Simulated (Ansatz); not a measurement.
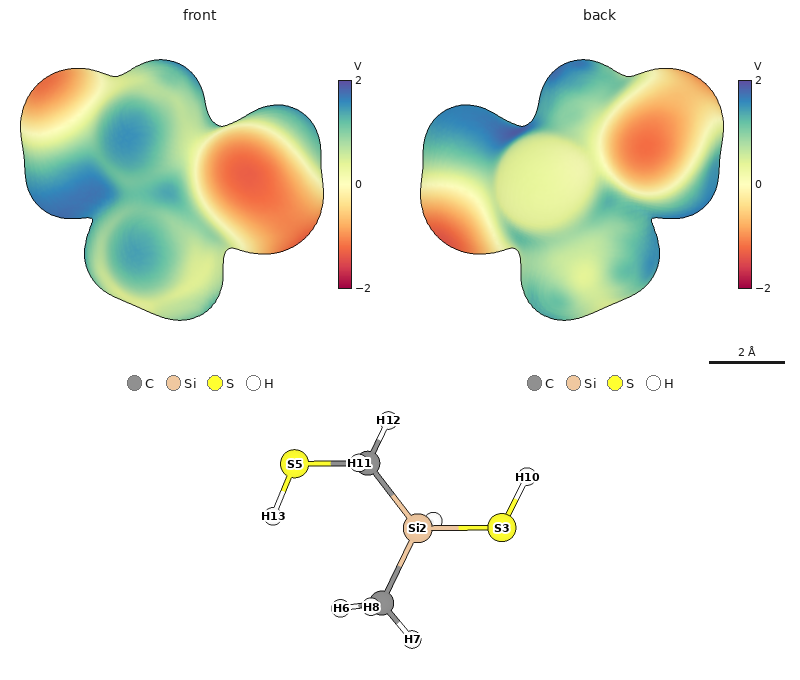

Figure. C₂H₈S₂Si. The electrostatic potential painted on the density surface at 0.004 e/bohr³, seen from the front and from behind; red is negative and blue positive. The bare structure is drawn below in the same view.

All numbers below come from RKS PBE-D4/6-31G in Ansatz 0.2.0.

```
atom    x (Å)    y (Å)    z (Å)
   C  -1.5745   0.3630  -0.6577
  Si   0.0144  -0.6388  -0.3183
   S  -0.6907  -2.4618   0.8329
   C   1.2650   0.3523   0.7513
   S   1.8322   1.9456  -0.1432
   H  -1.3399   1.2676  -1.2434
   H  -2.2924  -0.2438  -1.2318
   H  -2.0517   0.6632   0.2900
   H   0.7078  -1.0740  -1.5913
   H   0.5037  -3.1718   0.8084
   H   0.8597   0.6062   1.7432
   H   2.1929  -0.2225   0.8987
   H   0.5940   2.5801  -0.1238
```

Q: Describe the electrostatic potential map.

A: The most negative region (about −1.3 V) lies over S3, the most positive (about +1.8 V) over Si2, H10, H12 and H13.
